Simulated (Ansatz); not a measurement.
# YSb (model cell, started as wurtzite): from the cell to its phonons

Wanted: vibrations and spectra of YSb (model cell, started as wurtzite); the cell is already relaxed. After the zone centre comes a 2×2×1 q mesh on a 10×10×6 k mesh.

Calculated with Ansatz 0.2.0; DFT PBEsol, scalar-relativistic, plane waves, PAW.

The structure was built from a prototype and need not be the compound's stable phase.

### 1. Set-up

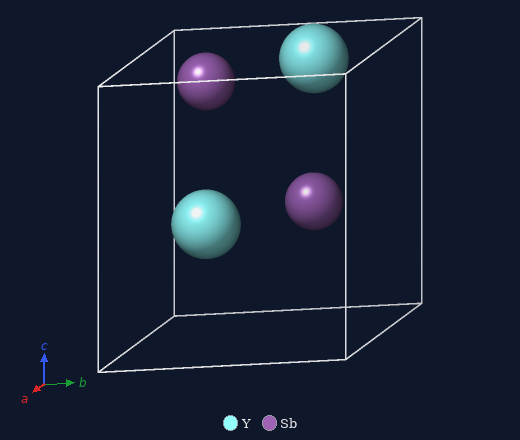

The starting structure, seen slightly off an axis (yttrium light teal, antimony purple).

### 2. Modes at Γ

The cell comes from relaxations at this level that are not shown. The zone centre comes first: it holds the modes that light can see, as far as symmetry allows. No field response is asked, since the mesh shows no gap.

The input, input.yaml:

```yaml
crystal:
  lattice:
    - [5.2154326923, 3.1137e-06, 0.0]
    - [-2.6077190427, 4.5166956464, 0.0]
    - [0.0, 0.0, 6.0441114428]
  atoms:
    - { symbol: "Y", position: [0.3333333333, 0.6666666667, -0.0625] }
    - { symbol: "Y", position: [0.6666666667, 0.3333333333, 0.4375] }
    - { symbol: Sb, position: [0.3333333333, 0.6666666667, 0.4375] }
    - { symbol: Sb, position: [0.6666666667, 0.3333333333, 0.9375] }
kpoints:
  mp_grid: { grid: [10, 10, 6] }
hamiltonian:
  xc: pbesol
scf:
  occupations: { method: methfessel_paxton, width: 0.15 }
output:
  eigenvalues: true
phonons:
  method: dfpt
```

Started as:

```console
> ansatz run input.yaml --threads 4 --pin off --max-ram 7168MiB --backend cpu --events-out ev --progress --plain --runs-dir out
```

Numbers of over 12 decimals in the logs are rounded to 6 here.

Output:

```text
Engine: ansatz 0.2.0, x86_64-unknown-linux-gnu
Pseudopotentials: kind: paw
Pseudopotential: Y, paw, valence charge 11, recommended cutoff 420 eV (normal), Y.paw.azcp
Pseudopotential: Sb, paw, valence charge 15, recommended cutoff 420 eV (normal), Sb.paw.azcp
Functional definition: PBEsol
  exchange = pbesol_x
  correlation = pbesol_c
Crystal: 4 atoms, lattice volume = 142.378 Å³
Basis set: ecut = 420 eV, 2763 PW (Γ), exchange–correlation on 72×72×96 points (8 copies of the dense FFT grid, shifted against one another)
Bands: 32, of which v1, the nominal top of the filled ones, is band 26 counted from 1 (25 counted from 0)
Symmetry: 24 space group operations
k-points: 172 of 600 (irreducible under 2 space group operations, time reversal used)
Non-local potential: Y, projectors of the file, l = 0: 3, l = 1: 2, l = 2: 2, l = 3: 1
Non-local potential: Sb, projectors of the file, l = 0: 2, l = 1: 2, l = 2: 2, l = 3: 2
PAW form: soft (Blöchl's): semilocal exchange-correlation on the pseudo side does not see the compensation charge
PAW frozen core: Y, regenerated for the run's functional, and the local potential with it (the file was generated under x = pbe(κ = 0.804, μ = 0.219515), c = pbe(β = 0.066725))
PAW frozen core: Sb, regenerated for the run's functional, and the local potential with it (the file was generated under x = pbe(κ = 0.804, μ = 0.219515), c = pbe(β = 0.066725))
PAW one-centre angular grid: Y, 590 points (default); XC on 64 Gauss nodes
PAW one-centre angular grid: Sb, 590 points (default); XC on 64 Gauss nodes
Initial density: superposition of atomic densities (neutral atoms: chi_scale 0, normalization atom), corrected by the library's trained network
Initial wavefunctions: pseudopotential atomic-orbital guess
Functional: x = pbesol(κ = 0.804, μ = 0.123457), c = pbesol(β = 0.046)
SCF iter   1: F=—  HF=-20409.977478 eV  |F-HF|=—  |Δ(HF+E_count)|=         —  Δρ=2.77e-3  dr2=1.07e-2  ethr=1.77e-3  ⟨swp⟩=6.0  Hψ=22206  notcnv=0
preconditioner: auto → Resta (q_TF=auto, 2.307 Å⁻¹)  ε∞=5.7  [insulator: Δε(μ)=0.107 eV  Ē_g=5.756 eV  σ=0.150 eV  W_gap=0.56  n_scr=22 (ndim 8)  ℏωp=12.4 eV  f_vac=0.094  D(μ)=0.25/eV (n_scr^D=0)  ε∞_Penn≈5.7]
SCF iter   2: F=—  HF=-20409.977541 eV  |F-HF|=—  |Δ(HF+E_count)|=   6.28e-5  S|Δr|=    0.00e0  Δρ=1.45e-3  dr2=3.89e-3  ethr=2.06e-5  ⟨swp⟩=2.8  Hψ=11409  notcnv=0
SCF iter   3: F=—  HF=-20409.977834 eV  |F-HF|=—  |Δ(HF+E_count)|=   2.94e-4  S|Δr|=    0.00e0  Δρ=2.92e-4  dr2=2.76e-4  ethr=7.48e-6  ⟨swp⟩=2.0  Hψ=6663  notcnv=0
SCF iter   4: F=—  HF=-20409.977979 eV  |F-HF|=—  |Δ(HF+E_count)|=   1.44e-4  S|Δr|=    0.00e0  Δρ=9.53e-5  dr2=3.50e-5  ethr=5.31e-7  ⟨swp⟩=2.0  Hψ=6361  notcnv=0
SCF iter   5: F=—  HF=-20409.978007 eV  |F-HF|=—  |Δ(HF+E_count)|=   2.79e-5  S|Δr|=    0.00e0  Δρ=3.84e-5  dr2=3.93e-6  ethr=6.73e-8  ⟨swp⟩=2.0  Hψ=6665  notcnv=0
SCF iter   6: F=—  HF=-20409.978008 eV  |F-HF|=—  |Δ(HF+E_count)|=   1.54e-6  S|Δr|=    0.00e0  Δρ=9.21e-6  dr2=1.57e-7  ethr=7.56e-9  ⟨swp⟩=2.5  Hψ=9219  notcnv=0
SCF iter   7: F=—  HF=-20409.978008 eV  |F-HF|=—  |Δ(HF+E_count)|=   1.70e-7  S|Δr|=    0.00e0  Δρ=1.64e-6  dr2=4.24e-9  ethr=3.01e-10  ⟨swp⟩=2.0  Hψ=6610  notcnv=0
SCF iter   8: F=—  HF=-20409.978008 eV  |F-HF|=—  |Δ(HF+E_count)|=   5.77e-9  S|Δr|=    0.00e0  Δρ=3.67e-7  dr2=2.29e-10  ethr=8.15e-12  ⟨swp⟩=3.0  Hψ=9382  notcnv=0
SCF iter   9: F=—  HF=-20409.978008 eV  |F-HF|=—  |Δ(HF+E_count)|=  3.24e-10  S|Δr|=    0.00e0  Δρ=8.68e-8  dr2=1.32e-11  ethr=1.00e-12  ⟨swp⟩=2.0  Hψ=6350  notcnv=0
SCF iter  10: F=-20409.978008 eV  HF=-20409.978008 eV  |F-HF|=7.28e-12  |Δ(HF+E_count)|=  2.55e-11  S|Δr|=    0.00e0  Δρ=1.71e-8  dr2=3.99e-13  ethr=1.00e-12  ⟨swp⟩=10.2  Hψ=23993  notcnv=0
SCF 1 converged in 10 iterations: F = -20409.978008 eV  dr2 = 3.99e-13
  greatest PAW one-centre occupation: 0.996 electrons in one spin orbital (limit 2), on the Sb atom at site 3 (counted from 0), in its partial waves of l = 2
DFPT response loops at Γ: preconditioner auto → Kerker (q_TF=auto, 2.307 Å⁻¹) (partly filled bands, converged f_vac=0.085); β = 1.00, the filter's whole step (`scf.mixing.beta` (0.50) is not read by the response loops under this deck's `scf.mixing.preconditioner`; to damp them name `kerker` or `kerker_dos`, under which they read `scf.mixing.beta`, and type it under 1.00, their step now; both keys bind the ground state too); Broyden in place of MSR1
SCF converged after 10 iterations
Stability not checked: this state was not tested for a lower state beside it, because cold or Methfessel-Paxton smearing, or corrected tetrahedra, fill the levels in a way that the test cannot read (fill_not_monotonic; see scf.lower_state_search)
Free energy (F): -20409.978008 eV
Harris-Foulkes:  -20409.978008 eV  (|F-HF|=7.28e-12)
Internal energy: -20409.978253 eV  (E = F + TS)
E sigma→0 (E₀):  -20409.978069 eV
Entropy (-TS):   0.000245 eV (0.061 meV/atom)
Fermi energy:    7.652068 eV
--- Per-component energies (eV) ---
  E_band       = -664.302266
  E_kinetic    = 1027.843880
  E_local      = -5307.763278  (includes V_loc(G=0)·N_el)
  E_nonlocal   = 833.318416
  E_hartree    = 2238.666766
  E_xc         = -619.586665
  E_vxc        = -591.304218  (∫ρ·V_xc dr)
  E_paw        = -14549.559147  (= ΣΔE_a)
  E_vpaw       = -1103.730585  (= ΣTr[D̂ρ^β])
  E_aug_tail   = 0.000001  (compensation charges beyond the density's cutoff)
  E_ewald      = -4033.859485
  E_core_change = 0.961260  (= ΣΔE_core)
  E_smearing   = 0.000245  (= −TS)
  E_closure    = -0.000000  (closes the sum)
  Σ components = -20409.978008   (vs F -20409.978008, Δ=0.00e0)
--- Band table (eV; the first three rows and the last of 172) ---
  k-point 0: bands = [... 22 lower, 5.6216, 6.0639, 6.0639, 8.4131, 8.4870, 8.4870, 9.0910, 10.3264, ... 2 higher]
  k-point 1: bands = [... 22 lower, 5.6032, 5.9576, 5.9576, 7.3200, 8.7425, 8.7425, 9.3294, 10.4334, ... 2 higher]
  k-point 2: bands = [... 22 lower, 5.5825, 5.7619, 5.7619, 6.0113, 9.3540, 9.3540, 9.6549, 10.5074, ... 2 higher]
  k-point 171: bands = [... 22 lower, 5.5784, 6.0040, 6.5126, 6.6983, 8.3821, 8.5956, 9.6178, 9.8226, ... 2 higher]
--- Phonons (Γ-DFPT): 4 representative perturbations + reference, on 172 of 600 k-points (Σ response iterations 12) ---
  k mesh reduced under 2 symmetry operations, with k and −k counted as one. Each operation leaves every solved perturbation unchanged. A smaller set is not used because it would not reduce the number of displacements times k-points to solve
  ASR residual: 6.497e-5 → 0.000e0 eV/Å²; symmetrization residual: 1.133e-4 eV/Å²
  ASR residual per site (eV/Å²): 4.73e-5 4.73e-5 6.50e-5 6.50e-5
  Γ frequencies (cm⁻¹): 0.00 0.00 0.00 68.11 68.11 76.94 156.80 163.94 163.94 167.80 167.80 182.16
  non-analytic LO–TO correction: not included (Born effective charges unavailable; polar crystals: no LO–TO splitting at Γ)
```

The job ended after 59 s (4 threads of Intel Xeon 6975P-C (Granite Rapids), shared host; peak memory 2.6 GiB).

In the SCF lines HF is the Harris–Foulkes energy and dr2 the Hartree energy of the density residual, in eV; the loop may stop once dr2 is under the threshold and the program's other checks hold. Hψ counts applications of the Hamiltonian.

This step gave:

```yaml
volume_per_atom: 35.59 Å³
gap_on_the_k_mesh: 0 eV
sum_rule_residual_before_enforcement: 6.50e-5 eV/Å²
point_group: 6/mmm
highest_optical_mode_at_the_zone_centre_no_lo_to_term: 182.2 cm⁻¹
lowest_optical_zone_centre_mode: 68.11 cm⁻¹
```

Patterns of degenerate modes are one choice out of their space. The modes at Γ (shares of kinetic energy by element, %):

```
mode  frequency (cm⁻¹)  symmetry  Y %  Sb %
   1               0.0  acoustic   42    58
   2               0.0  acoustic   42    58
   3               0.0  acoustic   42    58
   4              68.1       E2g   39    61
   5              68.1       E2g   39    61
   6              76.9       B1g   44    56
   7             156.8       A2u   58    42
   8             163.9       E2g   61    39
   9             163.9       E2g   61    39
  10             167.8       E1u   58    42
  11             167.8       E1u   58    42
  12             182.2       B1g   56    44
```

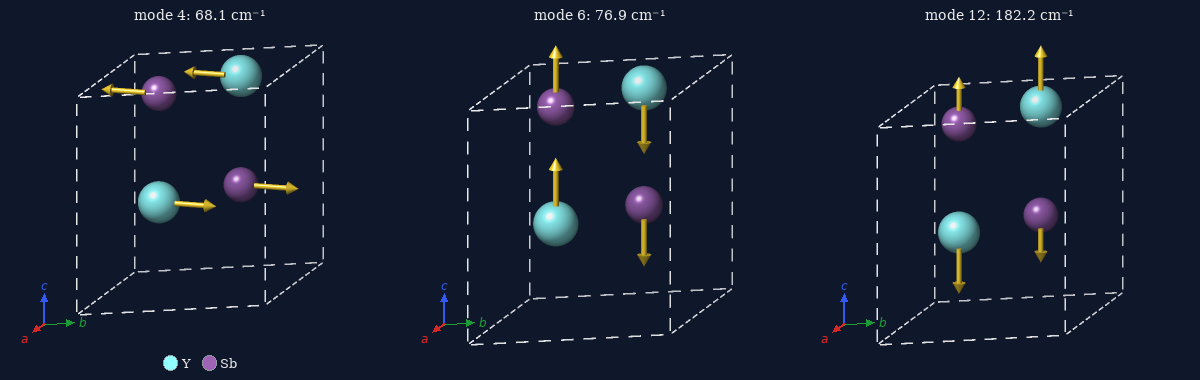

Displacement patterns of modes 4, 6 and 12 at Γ; arrows are exaggerated.

Before it was imposed, the acoustic sum rule was missed by 6.5e-5 eV/Å². Small misses are needed for a sound result but don't prove that mesh and cutoff are converged. The lowest optical mode is real, 68.1 cm⁻¹.

### 3. Response at finite wavevector

The mesh has a single point along some directions, so zone-edge points there are not solved. Linear response on a 2×2×1 q mesh gives force constants as far as a supercell of that size would.

Changes to input.yaml since step 2:

```diff
@@ -20 +20,9 @@
   method: dfpt
+  qmesh: [2, 2, 1]
+  temperatures: { t_max: 1000, t_step: 50 }
+  qpath:
+    path:
+      - [[0.0, 0.0, 0.0], [0.5, 0.0, 0.0], [0.33333333, 0.33333333, 0.0], [0.0, 0.0, 0.0], [0.0, 0.0, 0.5], [0.5, 0.0, 0.5], [0.33333333, 0.33333333, 0.5], [0.0, 0.0, 0.5]]
+      - [[0.5, 0.0, 0.5], [0.5, 0.0, 0.0]]
+      - [[0.33333333, 0.33333333, 0.5], [0.33333333, 0.33333333, 0.0]]
+    npoints: 10
```

Output:

```text
[...]
Crystal: 4 atoms, lattice volume = 142.378 Å³
Basis set: ecut = 420 eV, 2763 PW (Γ), exchange–correlation on 72×72×96 points (8 copies of the dense FFT grid, shifted against one another)
Bands: 32, of which v1, the nominal top of the filled ones, is band 26 counted from 1 (25 counted from 0)
Symmetry: 24 space group operations
k-points: 56 of 600
[...]
SCF iter   1: F=—  HF=-20409.977547 eV  |F-HF|=—  |Δ(HF+E_count)|=         —  Δρ=2.77e-3  dr2=1.07e-2  ethr=1.77e-3  ⟨swp⟩=6.0  Hψ=7229  notcnv=0
[...]
SCF iter  10: F=-20409.978008 eV  HF=-20409.978008 eV  |F-HF|=7.28e-12  |Δ(HF+E_count)|=  1.46e-11  S|Δr|=    0.00e0  Δρ=1.66e-8  dr2=3.75e-13  ethr=1.00e-12  ⟨swp⟩=10.0  Hψ=7759  notcnv=0
SCF 1 converged in 10 iterations: F = -20409.978008 eV  dr2 = 3.75e-13
[...]
phonons: the bands overlap, so this run is a metal and interpolates without the dipole-dipole term. If the crystal is really an insulator or semiconductor, its LO-TO splitting is missing
NSCF: frozen V_eff on 56 k-points
[...]
DFPT response loops at q = (0, 0, 0) (fractional): preconditioner auto → Kerker (q_TF=auto, 2.307 Å⁻¹) (partly filled bands, converged f_vac=0.085); β = 1.00, the filter's whole step (`scf.mixing.beta` (0.50) is not read by the response loops under this deck's `scf.mixing.preconditioner`; to damp them name `kerker` or `kerker_dos`, under which they read `scf.mixing.beta`, and type it under 1.00, their step now; both keys bind the ground state too); Broyden in place of MSR1
[...]
SCF converged after 10 iterations
[...]
Free energy (F): -20409.978008 eV
[...]
Internal energy: -20409.978253 eV  (E = F + TS)
E sigma→0 (E₀):  -20409.978069 eV
Entropy (-TS):   0.000245 eV (0.061 meV/atom)
Fermi energy:    7.652068 eV
[...]
--- Band table (eV; the first three rows and the last of 56) ---
  k-point 0: bands = [... 22 lower, 5.6216, 6.0639, 6.0639, 8.4131, 8.4870, 8.4870, 9.0910, 10.3264, ... 2 higher]
  k-point 1: bands = [... 22 lower, 5.6032, 5.9576, 5.9576, 7.3200, 8.7425, 8.7425, 9.3294, 10.4334, ... 2 higher]
  k-point 2: bands = [... 22 lower, 5.5825, 5.7619, 5.7619, 6.0113, 9.3540, 9.3540, 9.6549, 10.5074, ... 2 higher]
  k-point 55: bands = [... 22 lower, 5.6525, 5.6525, 6.3386, 6.3386, 8.7970, 8.7970, 10.2026, 10.2026, ... 2 higher]
--- Phonons (Γ-DFPT): 4 representative perturbations + reference (Σ response iterations 12) ---
  ASR residual: 5.704e-5 → 0.000e0 eV/Å²; symmetrization residual: 2.527e-5 eV/Å²
  ASR residual per site (eV/Å²): 4.01e-5 4.01e-5 5.70e-5 5.70e-5
[...]
--- Phonons (arbitrary-q DFPT): 2 irreducible q on the 2×2×1 mesh ---
  q = [0.0000, 0.0000, 0.0000] (star 1, of the zone-centre solve; hermiticity 7.99e-6, symmetrization 3.44e-7): -0.00 -0.00 0.00 68.11 68.11 76.94 156.80 163.94 163.94 167.80 167.80 182.16
  q = [0.0000, -0.5000, 0.0000] (star 3, 6 solved perturbations in 1080 linear systems a pass and spin channel, the states on 208 of 600 k-point pairs; hermiticity 3.11e-5, symmetrization 2.06e-5): 9.97 49.12 65.89 69.04 101.40 120.93 147.71 163.50 164.28 165.76 179.63 180.04
  sum rule: each row above includes the acoustic sum rule's correction from the zone centre's row sums; it moved no ω² by more than (0.36 cm⁻¹)²
  mesh force constants: q→R imaginary residual 1.33e-17; ASR residual 5.704e-5 → 0.000e0 eV/Å²; symmetrization residual 7.994e-15 eV/Å²
  interpolated dispersion: 93 rows × 12 modes
  density of states and harmonic sums: on the 14×14×10 q-mesh, interpolated from the force constants of a 2×2×1 supercell (no non-analytic term)
  largest difference from the sums on the solved wave vectors: F 7.41e-2 eV, S 1.39e-4 and C_V 6.45e-5 eV/K
  zero-point energy: 0.088916 eV/cell   skipped modes (ω ≤ 0): 3   left out of the sums: 1.28e-4 of the cell's modes: C_V's classical limit lies that fraction below 3 k_B per atom; for a crystal, a wire or a layer, F and S can be off by more, and a phonons.interpolated_qmesh denser along its periods is the remedy for the sampling
```

Run time: 2.1 min. Hardware: 4 threads; peak memory 2.4 GiB; 7.6 min of CPU time.

Numbers from this step:

```
sum-rule residual before enforcement                          : 5.70e-5 eV/Å²
lowest mode on the q mesh (acoustic modes at Γ apart)         : 9.97 cm⁻¹
highest frequency at a solved wavevector (no LO-TO term at Γ) : 182.2 cm⁻¹
```

Frequencies (cm⁻¹) solved at each irreducible wavevector; negative means imaginary. Frequencies by wavevector, by row:

```
q in reciprocal lattice units  star  mode 1  mode 2  mode 3  mode 4  mode 10  mode 11  mode 12
                        0 0 0     1       0       0       0    68.1    167.8    167.8    182.2
                     0 -0.5 0     3      10    49.1    65.9      69    165.8    179.6      180
```

Symmetry leaves 2 wavevectors to solve. The lowest mode among them, the acoustic zeros apart, lies at q = (0, -0.5, 0) and is real, 10.0 cm⁻¹.

### 4. Isotope substitution

An isotope changes the mass and not the force constants, so no new electronic calculation is needed; the shifts show which modes move this element.

The same force constants with the mass of Sb changed from 121.760 to 122.904 u (phonopy, no LO-TO term). Both lists are sorted by frequency; levels can cross, so a row need not hold one and the same mode. Modes under 3 cm⁻¹ are left out. Isotope shifts, by row:

```
       q  rank  natural mass (cm⁻¹)  changed mass (cm⁻¹)
   0 0 0     4                68.11                67.92
   0 0 0     5                68.11                67.92
   0 0 0     6                76.94                76.73
   0 0 0     7                156.8                156.5
   0 0 0     8                163.9                163.6
   0 0 0     9                163.9                163.6
   0 0 0    10                167.8                167.5
   0 0 0    11                167.8                167.5
   0 0 0    12                182.2                181.8
0 -0.5 0     1                 9.97                 9.94
0 -0.5 0     2                49.12                48.99
0 -0.5 0     3                65.89                65.71
0 -0.5 0     4                69.04                68.83
0 -0.5 0     5                101.4                  101
0 -0.5 0     6                120.9                120.4
0 -0.5 0     7                147.7                147.7
0 -0.5 0     8                163.5                163.2
0 -0.5 0     9                164.3                164.1
0 -0.5 0    10                165.8                165.5
0 -0.5 0    11                179.6                179.3
0 -0.5 0    12                  180                179.7
```

A mode of this element alone would shift by -0.47 %. The highest zone-centre frequency without the field goes from 182.2 to 181.8 cm⁻¹ (-0.2 %). The product of the frequency ratios over all optical modes at Γ is 0.980; the product rule, (m/m′)^(3k/2) (M′/M)^(3/2) with k = 2 such atoms and M the mass of the cell, gives 0.980.

### 5. Outcome

```
space group (within 0.01 Å)                             : P6_3/mmc
volume per atom                                         : 35.6 Å³
electronic character                                    : no gap on this mesh
highest optical mode at the zone centre (no LO-TO term) : 182 cm⁻¹
lowest optical zone-centre mode                         : 68.1 cm⁻¹
lowest mode on the q mesh (acoustic modes at Γ apart)   : 10.0 cm⁻¹
imaginary modes on the 2×2×1 q mesh                     : none
```

What this shows: The structure is a minimum as far as tested: no mode is imaginary at the 2 irreducible wavevectors of the 2×2×1 mesh, and the softest away from the acoustic zeros lies at 10 cm⁻¹. The optical modes at Γ span 68 to 182 cm⁻¹. The q mesh is too sparse to interpolate, so only the solved wavevectors are given. The relaxed cell left the space group of the starting entry, even within 0.1 Å, so it may not be the phase that the entry, or a measurement on it, describes. With no gap, or one that is small against the smearing, the frequencies hang on the k mesh and the smearing, most of all near Kohn anomalies. Spin-orbit coupling is left out, which can matter for the heavy elements here. The starting cell was built on a prototype and not taken from a measurement, so the phase need not exist. These are harmonic frequencies at zero temperature: anharmonic shifts, linewidths and thermal expansion are left out.

[Logs are printed without paths, hosts, clocks, repeated set-up lines and the standing remarks that a program may print on its own settings, such as how far it seeks lower states.]

[Hosts, paths, dates, database ids (printed as entryN), source tags and the programs' standing remarks are cut or masked in the printed files.]
